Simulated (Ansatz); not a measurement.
```xyz
5

Ga   -0.3497    0.3166    0.2828
H    -1.4995    0.4446   -0.7718
O     1.0812   -0.6545   -0.1713
H     1.0333   -1.0348   -1.0505
H    -0.2653    0.9281    1.7109
```

The reactant side of a reaction path; geometry: PBE0-D4/def2-TZVP.

The calculation used RKS PBE0-D4/def2-TZVPP (Ansatz).

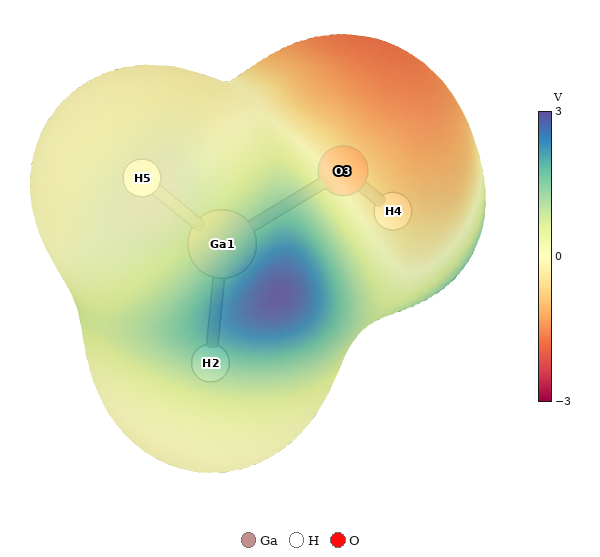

GaH3O. The electrostatic potential painted on the density surface at 0.002 e/bohr³, seen at a tilt; red is negative and blue positive.

Question: Describe the electrostatic potential map.

Answer: The most negative region (about −1.7 V) lies over O3, the most positive (about +2.9 V) over Ga1. O3 is the likeliest acceptor of a hydrogen bond.
